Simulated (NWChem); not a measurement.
Single-point calculation, with input and output: GaH$_{2}$O$_{2}$ (charge +1)

System: GaH$_{2}$O$_{2}$, charge +1.
Method: B3LYP/def2-SVPD, RKS (NWChem 7.3.0).

The geometry is that of the parent species in another charge or spin state. The geometry comes from this level: PBE0-D4/def2-TZVP.

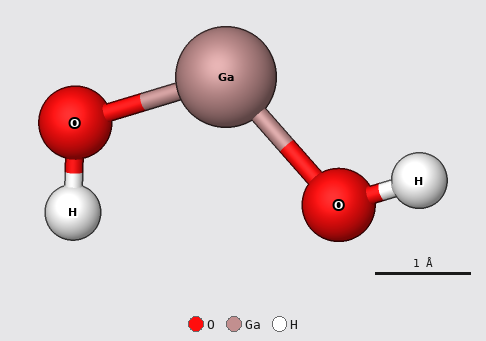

The structure (ball-and-stick view, seen at a tilt). Sticks mark near contacts.

### Input
```
start gah2o2
title "GaH2O2 B3LYP"
memory total 2200 mb
charge 1

geometry units bohr noautosym nocenter noautoz
 O   -0.70033250   0.04081808  -2.40826697
 Ga  -0.58902763  -1.42447555   0.66820716
 O    1.16822869   0.29271858   3.00674324
 H   -1.63914844  -0.87796676  -3.65945464
 H    1.85476619   1.82963283   2.31434758
end

basis "ao basis" spherical bse
 * library def2-SVPD
end

dft
 xc b3lyp
 grid fine
 convergence energy 1e-08
 maxiter 100
 mulliken
 noprint "final vectors analysis"
end

task dft energy
```

Launched with:
```bash
nwchem gah2o2.nw > gah2o2.out
```

### What the program printed
```
Northwest Computational Chemistry Package (NWChem) 7.3.0
             --------------------------------------------------------

           Job information
           ---------------

    nwchem branch   = 7.3.0
    use scalapack   = T
    input           = gah2o2.nw
    prefix          = gah2o2.
    data base       = ./gah2o2.db
    status          = startup
    nproc           =        1

           Memory information
           ------------------

    heap     =     72089600 doubles =      550.0 Mbytes
    stack    =     72089597 doubles =      550.0 Mbytes
    global   =    144179200 doubles =     1100.0 Mbytes (distinct from heap & stack)
    total    =    288358397 doubles =     2200.0 Mbytes
    verify   = yes
    hardfail = no

           Directory information
           ---------------------

  0 permanent = .
  0 scratch   = .

                                NWChem Input Module
                                -------------------

                                   GaH2O2 B3LYP
                                   ------------

                             Geometry "geometry" -> ""
                             -------------------------

 Output coordinates in a.u. (scale by  1.000000000 to convert to a.u.)

  No.       Tag          Charge          X              Y              Z
 ---- ---------------- ---------- -------------- -------------- --------------
    1 O                    8.0000    -0.70033250     0.04081808    -2.40826697
    2 Ga                  31.0000    -0.58902763    -1.42447555     0.66820716
    3 O                    8.0000     1.16822869     0.29271858     3.00674324
    4 H                    1.0000    -1.63914844    -0.87796676    -3.65945464
    5 H                    1.0000     1.85476619     1.82963283     2.31434758

      Atomic Mass
      -----------

      O                 15.994910
      Ga                68.925700
      H                  1.007825

 Effective nuclear repulsion energy (a.u.)     182.4312923158

            Nuclear Dipole moment (a.u.)
            ----------------------------
        X                 Y               Z
 ---------------- ---------------- ----------------
   -14.3010692600   -40.5387827000    24.1571250600

            XYZ format geometry
            -------------------
     5
 geometry
 O                    -0.37060003     0.02160000    -1.27440009
 Ga                   -0.31170002    -0.75380005     0.35360003
 O                     0.61820004     0.15490001     1.59110012
 H                    -0.86740006    -0.46460003    -1.93650014
 H                     0.98150007     0.96820007     1.22470009

 ==============================================================================
                                internuclear distances
 ------------------------------------------------------------------------------
       center one      |      center two      | atomic units |       a.u.
 ------------------------------------------------------------------------------
    2 Ga               |   1 O                |     3.40942  |     3.40942
    3 O                |   2 Ga               |     3.39197  |     3.39197
    4 H                |   1 O                |     1.81411  |     1.81411
    5 H                |   3 O                |     1.82012  |     1.82012
 ------------------------------------------------------------------------------
                         number of included internuclear distances:          4
 ==============================================================================

 ==============================================================================
                                 internuclear angles
 ------------------------------------------------------------------------------
        center 1       |       center 2       |       center 3       |  degrees
 ------------------------------------------------------------------------------
    2 Ga               |   1 O                |   4 H                |   114.93
    1 O                |   2 Ga               |   3 O                |   114.93
    2 Ga               |   3 O                |   5 H                |   111.14
 ------------------------------------------------------------------------------
                            number of included internuclear angles:          3
 ==============================================================================

 Summary of "ao basis" -> "" (spherical)
 ------------------------------------------------------------------------------
       Tag                 Description            Shells   Functions and Types
 ---------------- ------------------------------  ------  ---------------------
 *                         def2-SVPD                  on all atoms

                                 NWChem DFT Module
                                 -----------------

                                   GaH2O2 B3LYP

                      Basis "ao basis" -> "ao basis" (spherical)
                      -----
  [basis functions not shown]

 Summary of "ao basis" -> "ao basis" (spherical)
 ------------------------------------------------------------------------------
       Tag                 Description            Shells   Functions and Types
 ---------------- ------------------------------  ------  ---------------------
 O                         def2-SVPD                 9       23   4s3p2d
 Ga                        def2-SVPD                14       38   6s4p4d
 H                         def2-SVPD                 4        8   2s2p

 Summary of "ao basis" -> "ao basis" (spherical)
 ------------------------------------------------------------------------------
       Tag                 Description            Shells   Functions and Types
 ---------------- ------------------------------  ------  ---------------------
 O                         def2-SVPD                 9       23   4s3p2d
 Ga                        def2-SVPD                14       38   6s4p4d
 H                         def2-SVPD                 4        8   2s2p

  Caching 1-el integrals
  itol2e modified to match energy
  convergence criterion.
  tol_rho modified to match energy
  convergence criterion.

            General Information
            -------------------
          SCF calculation type: DFT
          Wavefunction type:  closed shell.
          No. of atoms     :     5
          No. of electrons :    48
           Alpha electrons :    24
            Beta electrons :    24
          Charge           :     1
          Spin multiplicity:     1
          Use of symmetry is: off; symmetry adaption is: off
          Maximum number of iterations: 100
          AO basis - number of functions:   100
                     number of shells:    40
          Convergence on energy requested:  1.00D-08
          Convergence on density requested:  1.00D-05
          Convergence on gradient requested:  5.00D-04

              XC Information
              --------------
                         B3LYP Method XC Potential
                     Hartree-Fock (Exact) Exchange  0.200
                        Slater Exchange Functional  0.800 local
                    Becke 1988 Exchange Functional  0.720 non-local
              Lee-Yang-Parr Correlation Functional  0.810
                  VWN I RPA Correlation Functional  0.190 local

             Grid Information
             ----------------
          Grid used for XC integration:  fine
          Radial quadrature: Mura-Knowles
          Angular quadrature: Lebedev.
          Tag              B.-S. Rad. Rad. Pts. Rad. Cut. Ang. Pts.
          ---              ---------- --------- --------- ---------
          O                   0.60       70          11.0       590
          Ga                  1.30      140          10.0       974
          H                   0.35       60          12.0       590
          Grid pruning is: on
          Number of quadrature shells:   400
          Spatial weights used:  Erf1

          Convergence Information
          -----------------------
          Convergence aids based upon iterative change in
          total energy or number of iterations.
          Levelshifting, if invoked, occurs when the
          HOMO/LUMO gap drops below (HL_TOL):  1.00D-02
          DIIS, if invoked, will attempt to extrapolate
          using up to (NFOCK): 10 stored Fock matrices.

                    Damping( 0%)  Levelshifting(0.5)       DIIS
                  --------------- ------------------- ---------------
          dE  on:    start            ASAP                start
          dE off:    2 iters        100 iters           100 iters

      Screening Tolerance Information
      -------------------------------
          Density screening/tol_rho:  1.00D-11
          AO Gaussian exp screening on grid/accAOfunc:  18
          CD Gaussian exp screening on grid/accCDfunc:  20
          XC Gaussian exp screening on grid/accXCfunc:  20
          Schwarz screening/accCoul:  1.00D-09

      Superposition of Atomic Density Guess
      -------------------------------------

 Sum of atomic energies:       -2073.36313253

 Renormalizing density from      49.00 to     48

      Non-variational initial energy
      ------------------------------

 Total energy =   -2047.699605
 1-e energy   =   -3188.336693
 2-e energy   =     958.205796
 HOMO         =      -0.828057
 LUMO         =      -0.567021

   Time after variat. SCF:      0.7

     ---------------------------------------------
      Total Density - Mulliken Population Analysis
     ---------------------------------------------

    Atom       Charge   Shell Charges
 -----------   ------   -------------------------------------------------------
    1 O    8     8.99   1.99  1.17  0.63  0.08  3.18  1.80  0.14  0.00  0.01
    2 Ga  31    28.88   2.00  2.00  2.01  0.73 -0.29  0.06  6.00  6.03  0.30 -0.02  8.66  1.34  0.08 -0.01
    3 O    8     9.03   1.99  1.17  0.63  0.09  3.19  1.82  0.13  0.01  0.01
    4 H    1     0.55   0.51  0.02  0.06 -0.03
    5 H    1     0.54   0.50 -0.00  0.06 -0.02
   Time prior to 1st pass:      0.7

 Grid_pts file          = ./gah2o2.gridpts.0
 Record size in doubles =  12289        No. of grid_pts per rec  =   3070
 Max. records in memory =    141        Max. recs in file   = *********

           Memory utilization after 1st SCF pass:
           Heap Space remaining (MW):       36.80            36797408
          Stack Space remaining (MW):       72.09            72088932

   convergence    iter        energy       DeltaE   RMS-Dens  Diis-err    time
 ---------------- ----- ----------------- --------- --------- ---------  ------
 d= 0,ls=0.0,diis     1  -2075.4700886307 -2.26D+03  3.82D-02  6.71D+00     2.6
 d= 0,ls=0.0,diis     2  -2074.6160927900  8.54D-01  2.84D-02  1.67D+01     4.3
 d= 0,ls=0.0,diis     3  -2075.7939234571 -1.18D+00  8.11D-03  9.54D-01     6.1
 d= 0,ls=0.0,diis     4  -2075.8902614580 -9.63D-02  1.90D-03  4.34D-02     7.9
 d= 0,ls=0.0,diis     5  -2075.8912634442 -1.00D-03  1.34D-03  2.49D-02     9.8
  Resetting Diis
 d= 0,ls=0.0,diis     6  -2075.8937876767 -2.52D-03  2.70D-04  1.35D-03    11.6
 d= 0,ls=0.0,diis     7  -2075.8939500249 -1.62D-04  9.28D-05  2.25D-05    13.5
 d= 0,ls=0.0,diis     8  -2075.8939414913  8.53D-06  7.69D-05  1.02D-04    15.4
 d= 0,ls=0.0,diis     9  -2075.8939515568 -1.01D-05  1.69D-05  5.85D-06    17.4
 d= 0,ls=0.0,diis    10  -2075.8939521230 -5.66D-07  4.41D-06  1.14D-07    19.3
 d= 0,ls=0.0,diis    11  -2075.8939521310 -7.99D-09  1.71D-06  5.08D-08    21.2

         Total DFT energy =    -2075.893952131021
      One electron energy =    -3241.560871747014
           Coulomb energy =     1075.962069717503
    Exchange-Corr. energy =      -92.726442417358
 Nuclear repulsion energy =      182.431292315847

 Numeric. integr. density =       47.999999870332

     Total iterative time =     20.5s

     ---------------------------------------------
      Total Density - Mulliken Population Analysis
     ---------------------------------------------

    Atom       Charge   Shell Charges
 -----------   ------   -------------------------------------------------------
    1 O    8     8.46   1.99  1.12  0.66  0.10  2.80  1.62  0.15  0.01  0.01
    2 Ga  31    29.46   2.00  2.00  1.99  1.00 -0.26  0.06  6.00  5.98  0.61  0.02  8.06  1.84  0.19 -0.03
    3 O    8     8.56   1.99  1.11  0.66  0.16  2.82  1.66  0.15  0.01  0.00
    4 H    1     0.78   0.68  0.03  0.06  0.00
    5 H    1     0.74   0.67  0.01  0.06  0.00

     -------------------------------------------
      Total Density - Lowdin Population Analysis
     -------------------------------------------

    Atom       Charge   Shell Charges
 -----------   ------   -------------------------------------------------------
    1 O    8     8.13   1.97  0.87  0.50  0.09  2.60  1.69  0.27  0.01  0.12
    2 Ga  31    29.56   2.00  2.00  1.90  0.42  0.11  0.05  5.99  5.81  0.66  0.22  7.80  2.03  0.49  0.10
    3 O    8     8.17   1.97  0.86  0.50  0.10  2.62  1.73  0.27  0.01  0.11
    4 H    1     1.07   0.50  0.12  0.17  0.28
    5 H    1     1.06   0.49  0.12  0.18  0.27

 center of mass
 --------------
 x =  -0.31961047 y =  -0.89272251 z =   0.52728039

 moments of inertia (a.u.)
 ------------------
         321.796695222964         -38.346702926747         -83.749217176272
         -38.346702926747         307.669592572695          -2.855528965132
         -83.749217176272          -2.855528965132         112.624217493086

     Multipole analysis of the density
     ---------------------------------

     L   x y z        total         alpha         beta         nuclear
     -   - - -        -----         -----         ----         -------
     0   0 0 0      1.000000    -24.000000    -24.000000     49.000000

     1   1 0 0     -1.055173      6.622948      6.622948    -14.301069
     1   0 1 0     -1.858809     19.339987     19.339987    -40.538783
     1   0 0 1      0.008160    -12.074483    -12.074483     24.157125

     2   2 0 0    -15.107762    -23.416039    -23.416039     31.724316
     2   1 1 0      3.792140    -14.779123    -14.779123     33.350386
     2   1 0 1      0.680371    -19.501218    -19.501218     39.682807
     2   0 2 0    -11.237264    -39.478748    -39.478748     67.720233
     2   0 1 1      0.498626      8.151949      8.151949    -15.805272
     2   0 0 2    -16.295828    -83.803602    -83.803602    151.311376

 Task  times  cpu:       21.2s     wall:       21.2s
 Total times  cpu:       21.2s     wall:       21.2s
```

### Summary

| quantity | value |
| --- | --- |
| outcome | converged |
| total energy | −2075.893952 hartree |
| basis functions | 100 |
| hardware | 1 thread of AMD EPYC (Zen 3), 32 GiB of memory available, shared host |
| wall time | 22 s |
| peak memory | 0.1 GiB |
